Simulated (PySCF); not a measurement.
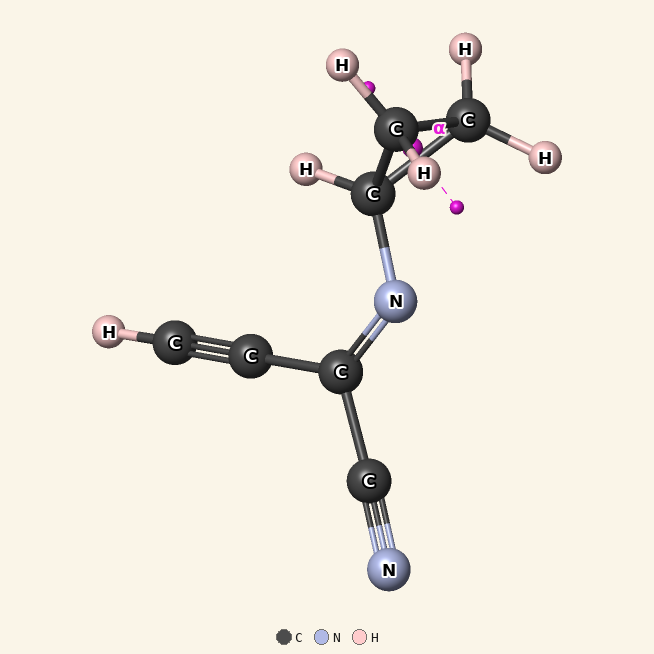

The small points mark where nucleus-independent chemical shifts (NICS) were computed: at the centre of each lettered ring and 1 Å above and below it. The geometry was computed by an optimisation with GFN2-xTB. No frequency run is at hand to confirm it as a minimum. Properties computed with GIAO PBE0/pcSseg-1 NMR shielding, non-relativistic, gas phase (PySCF 2.14.0).

Give NICS(0), NICS(1) and the out-of-plane component NICS(1)zz for each ring (means of the two sides).

```tsv
ring	members	NICS(0)	NICS(1)	NICS(1)zz
α	C3	−41.1	−6.9	−21.2
```

Values in ppm.
